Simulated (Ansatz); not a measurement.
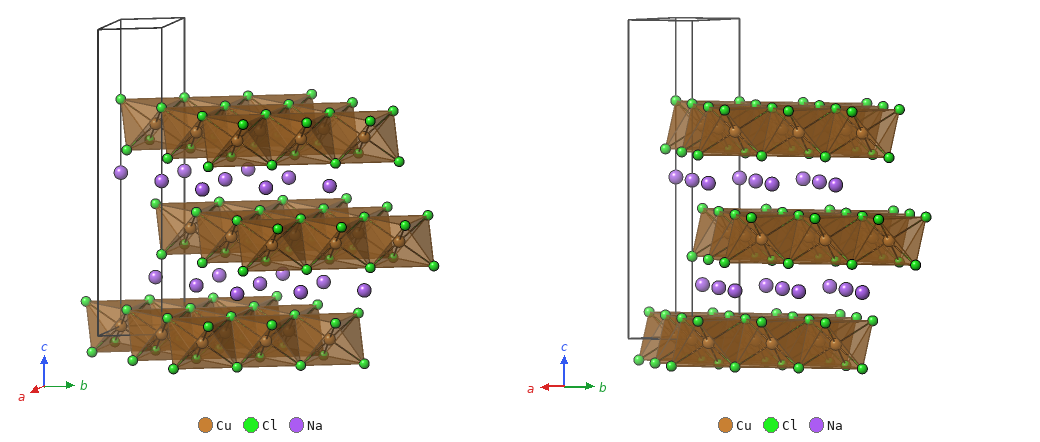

Polyhedra are drawn about Cu (bonds: Cl–Cu below 2.8 Å); other atoms are plain spheres. Two views of the same piece.

The compound is NaCuCl₂ (space group R-3m, No. 166), taken as the geometry relaxed with DFT PBEsol, scalar-relativistic, plane waves, PAW in Ansatz 0.2.0; the starting structure was generated, so it need not be a known form of this composition.

### What figure surrounds each Cu atom, and what does it share with the other drawn polyhedra?

Cu: CuCl6 octahedron, sharing edges with six neighbours.

### How do these polyhedra hang together as a whole?

They form layers of edge-sharing octahedra parallel to (001). Their corner atoms also have Na as close neighbours (those links are not drawn).
